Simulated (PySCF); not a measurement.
**C2H14O3Si5: density, localisation and related maps**

| atom | x (Å) | y (Å) | z (Å) |
| --- | --- | --- | --- |
| C | 3.3040 | 0.3578 | 0.9756 |
| C | 2.9674 | -0.8950 | 0.7062 |
| Si | 1.2595 | -1.6253 | 1.0181 |
| O | 0.2655 | -0.4898 | 1.6120 |
| Si | -0.5432 | 0.8916 | 1.4258 |
| O | 0.0548 | 1.7405 | 0.1924 |
| Si | 0.6901 | 1.8320 | -1.2930 |
| O | -2.0891 | 0.5660 | 1.1400 |
| Si | -3.1826 | -0.3957 | 0.4039 |
| Si | -2.5456 | -0.7946 | -1.7722 |
| H | 4.2913 | 0.7540 | 0.7886 |
| H | 2.5907 | 1.0457 | 1.4012 |
| H | 3.7190 | -1.5513 | 0.2828 |
| H | 1.2728 | -2.6238 | 2.0894 |
| H | 0.7036 | -2.1625 | -0.2311 |
| H | -0.4372 | 1.6821 | 2.6275 |
| H | 0.9433 | 0.4944 | -1.8312 |
| H | -0.2925 | 2.5609 | -2.0958 |
| H | 1.9308 | 2.5870 | -1.1178 |
| H | -4.4074 | 0.3924 | 0.5980 |
| H | -3.2847 | -1.6006 | 1.2428 |
| H | -1.3625 | -1.6593 | -1.9118 |
| H | -2.2449 | 0.4049 | -2.5683 |
| H | -3.6146 | -1.4917 | -2.5049 |

Geometry: GFN2-xTB.

Method: PBE0/6-31G*, SCF density, gas phase, non-relativistic in PySCF.

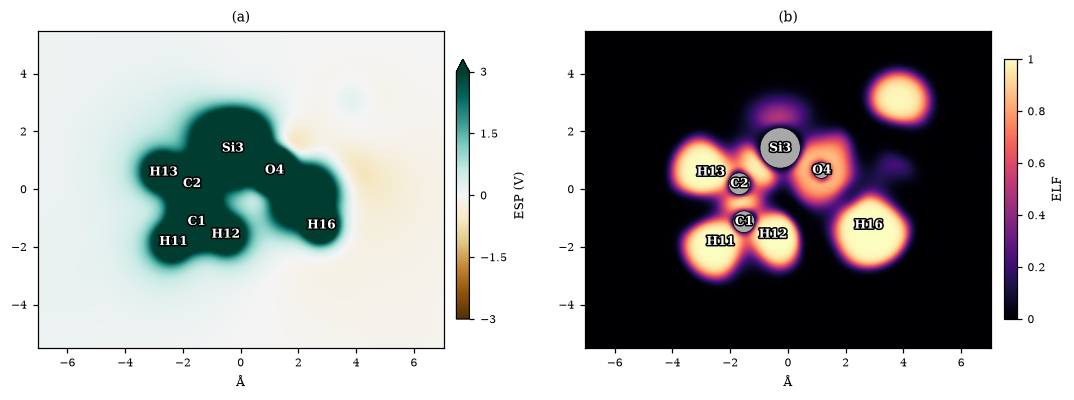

Figure 1. (a) molecular electrostatic potential; (b) electron localisation function on the plane of atoms C1, C2 and Si3. Grey discs cover the atomic cores in the ELF map.

**Interpret the plot.**

The section cuts through C, Si, O and H sites. C–C (1.32 Å): the ELF peaks at about 0.95 between the atoms; a short, multiple covalent bond. Si–O (1.62 Å): the ELF peaks at about 0.85 between the atoms; a short, strongly polar bond. C–Si (1.88 Å): the ELF peaks at about 0.95 between the atoms, as expected for localised, covalent bonding. C–H (1.08 Å): the ELF climbs to about 1 towards the hydrogen, as it does in any bond to H: an ordinary covalent bond to hydrogen. The ELF also peaks beside O4, away from the bonds: lone-pair regions. Outside the dense part of the molecule the potential is most negative (−0.6 V) near O8, which lies off the plane.

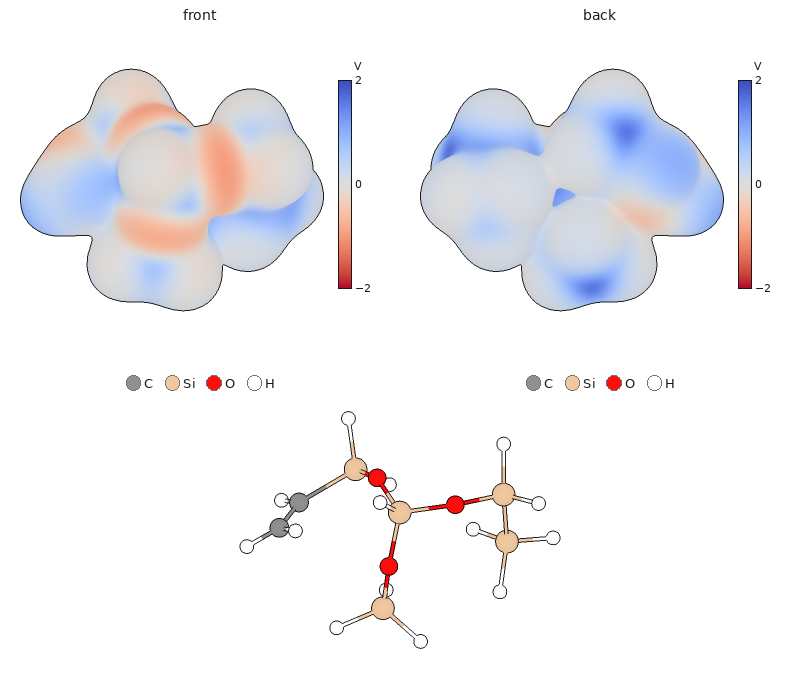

Figure 2. The electrostatic potential painted on the density surface at 0.002 e/bohr³, seen from the front and from behind; the colour scale runs from red (negative) to blue (positive). The bare structure is drawn below in the same view.

**Which sites attract a positive test charge, and which a negative one?**

A positive charge is drawn to the negative regions and a negative charge to the positive ones. The most negative region (about −0.9 V, or −21 kcal/mol for a unit charge) lies over O4 and O8, the most positive (about +1.5 V, or +35 kcal/mol for a unit charge) over Si3, Si5, Si7 and Si9.
